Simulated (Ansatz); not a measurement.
The starting structures come from a database of crystals and need not be the phases stable at ambient conditions.

 Where the default PAW files enter, the runs use the earlier of Ansatz's two default sets.

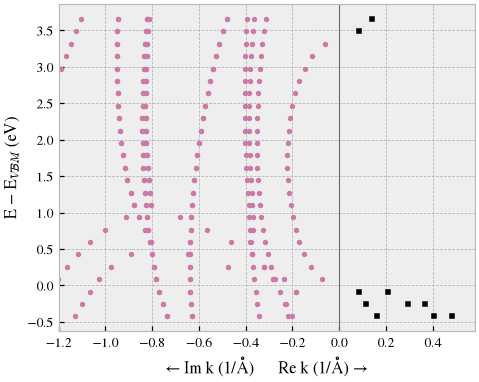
Complex bands at the centre of the two-dimensional zone; r2SCAN in Ansatz (an electronic-structure program)

The gap is the functional's own. No spin-orbit coupling. Mid-gap values are interpolated on the energy grid.

Task: This is AlGaN$_{2}$ (P3m1, not sure to be the ambient phase, 4 atoms a cell, 10.9 Å³ an atom) along the normal of (110). Read off the slowest decay at the centre of the two-dimensional zone at 1.61 eV, the computed energy nearest the middle of the gap.

Result: κ ≈ 0.22 1/Å, a decay length 1/(2κ) of the density of 2.3 Å.
